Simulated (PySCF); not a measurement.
SMILES [se]1c(ccc1)Sc1sccc1 (C₈H₆S₂Se) at its GFN2-xTB optimised geometry (Å):

```
17

C      0.0563    -2.4773     0.0000
C      1.4132    -2.4773     0.0000
S      2.0664    -0.8861     0.0000
C      0.4696    -0.2105     0.0120
S      0.2571     1.5330     0.0548
C     -1.1077     1.7216    -1.0399
C     -2.0530     2.6944    -0.9190
C     -2.9987     2.7256    -1.9709
C     -2.8135     1.7899    -2.9347
Se    -1.3259     0.7229    -2.6214
C     -0.4925    -1.1777     0.0171
H     -0.5416    -3.3707    -0.0018
H      2.0802    -3.3160     0.0006
H     -2.0802     3.3707    -0.0822
H     -3.8124     3.4306    -1.9887
H     -3.4239     1.6322    -3.8055
H     -1.5473    -0.9669     0.0438
```

Computed with PBE/def2-SVP run with PySCF. Cells within 0.4 Å of a nucleus heavier than hydrogen are left out (blank, or x).

Map of the HOMO amplitude (bohr^(-3/2)) on the plane z = 0.0 Å; orbital energy -4.80 eV, overall sign arbitrary:

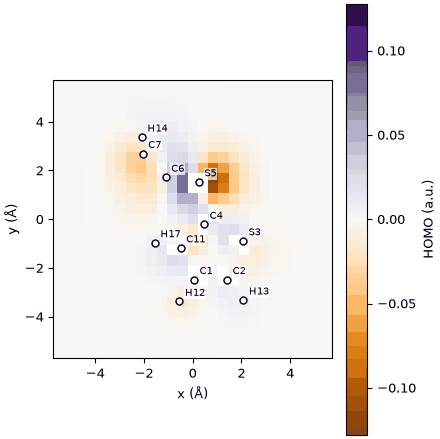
Fig. 1. HOMO amplitude (bohr^(-3/2)) on the plane z = 0.0 Å.
